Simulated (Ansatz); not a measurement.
**BLiNS₂ (doublet): density, localisation and related maps**

Input file:

```
crystal:
  periodic: [false, false, false]
  atoms:
    - {symbol: B, position_ang: [-0.294367, 0.061848, 0.060914]}
    - {symbol: Li, position_ang: [0.299940, -1.734969, -0.891115]}
    - {symbol: "N", position_ang: [-0.430567, -1.157115, 0.792193]}
    - {symbol: S, position_ang: [0.257539, 0.535618, -1.497333]}
    - {symbol: S, position_ang: [-0.980206, 0.130569, 1.790300]}
basis:
  gaussian:
    orbitals: def2-TZVPD
output:
  forces: true
  orbitals: {seedname: orbitals}
hamiltonian:
  xc: pbe0
magnetization:
  spin_polarized: true
  initial_magnetization: 1
```

Command:

```sh
ansatz run input.yaml --threads 1 --pin off --max-ram 2610MiB --events-out events.jsonl --progress --plain --runs-dir runs
```

Geometry: B3LYP-D3(BJ)/def2-SVP.

Theory: isolated molecule in a Gaussian basis; Kohn-Sham density functional theory, functional PBE0 (Ansatz).

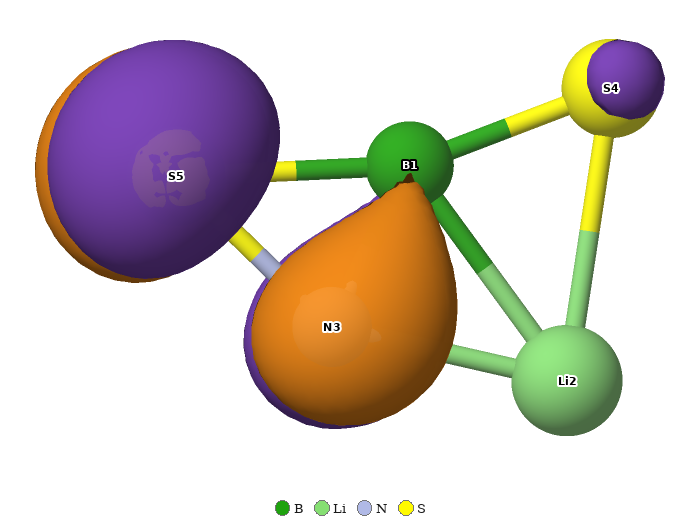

Figure 1. One frontier orbital at ±0.15 Å⁻³ᐟ² (orange and purple are the two phases), seen across its widest extent.

Question: Which orbital is it: HOMO (β) or LUMO (β)?

Answer: The LUMO (β), at −3.32 eV. It lies mainly on S5 (about 50 %), N3 (about 35 %), B1 (about 10 %) and S4 (about 5 %); it changes sign across the molecular plane (π type); π-antibonding (a node) across N3–S5.

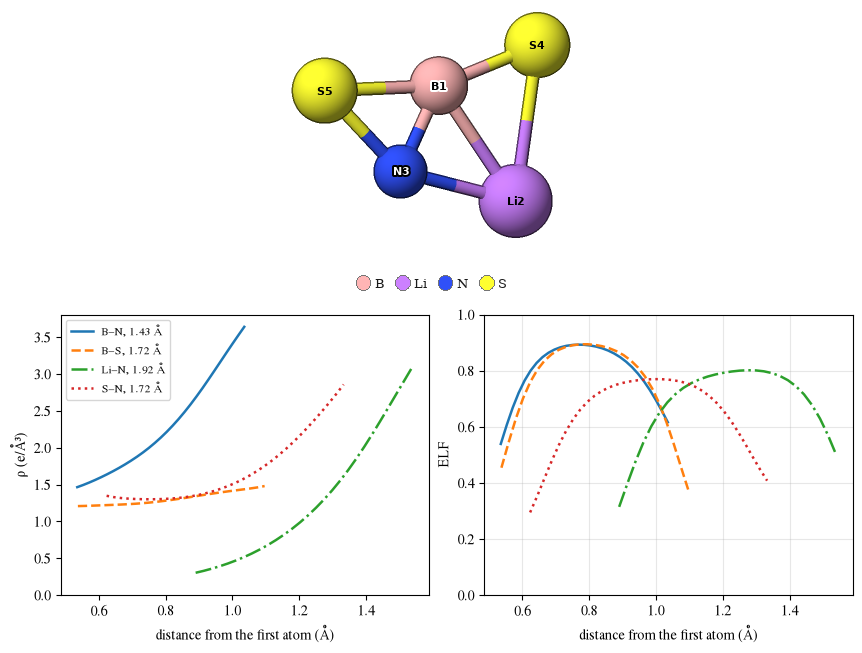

Figure 2. Electron density and electron localisation function along straight lines between neighbouring atoms. The curves leave out the atomic cores. The structure is drawn too.

Question: What kind of bonding do the profiles show?

Answer: B–N (1.43 Å): ρ at the midpoint is about 1.9 e/Å³; the ELF peaks at about 0.90 between the atoms; a polar covalent bond.
B–S (1.72 Å): ρ is about 1.3 e/Å³ halfway; the ELF peaks at about 0.90 between the atoms (a covalent bond).
Li–N (1.92 Å): the density is about 0.39 e/Å³ at the midpoint; the ELF peaks at about 0.80 in the valence shell of N, 0.6 Å from its nucleus, and falls to about 0.05 next to Li; an ionic contact with no shared pair.
S–N (1.72 Å): the density is about 1.3 e/Å³ at the midpoint; the ELF peaks at about 0.75 between the atoms (localised, covalent bonding).

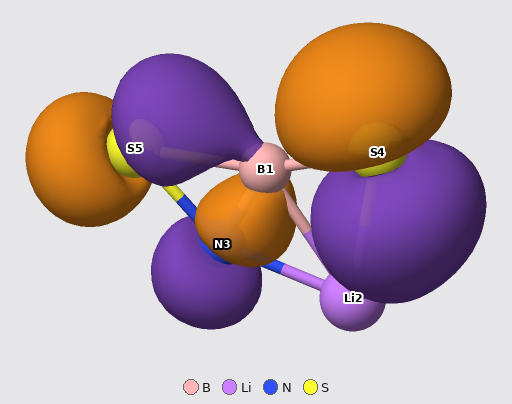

Figure 3. The HOMO (β) at ±0.1 Å⁻³ᐟ² (orange and purple are the two phases), seen at a tilt.

Question: Where does this orbital lie, and at what energy?

Answer: By Hirshfeld shares it lies mainly on S4 (about 55 %), S5 (about 20 %), N3 (about 15 %) and B1 (about 10 %); it is symmetric in the molecular plane (an in-plane orbital: σ, lone-pair or in-plane π type). Its energy is −6.58 eV.
